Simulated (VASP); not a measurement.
Band structure of HgZn$_{3}$Te$_{4}$ (ordered alloy cell). Calculation: PBEsol GGA, VASP's PBE PAW potentials (set 64) (plane waves; VASP).

Unless said otherwise, spin-orbit coupling is left out, though it shifts the bands of the heavy elements here.

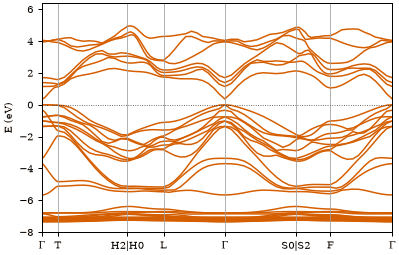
*Bands along high-symmetry lines, zero at the valence-band maximum or, without a gap, the Fermi level*

Question: Read the plot: is there a gap, and where are the band edges?

Answer: The gap is direct, 0.36 eV, from the valence maximum at Γ to the conduction minimum at Γ. (Edges off the drawn lines would not show.)

The structure was generated: HgZn3Te4 was put into an ordered model structure (R3m), which need not be its known phase. It was relaxed first.
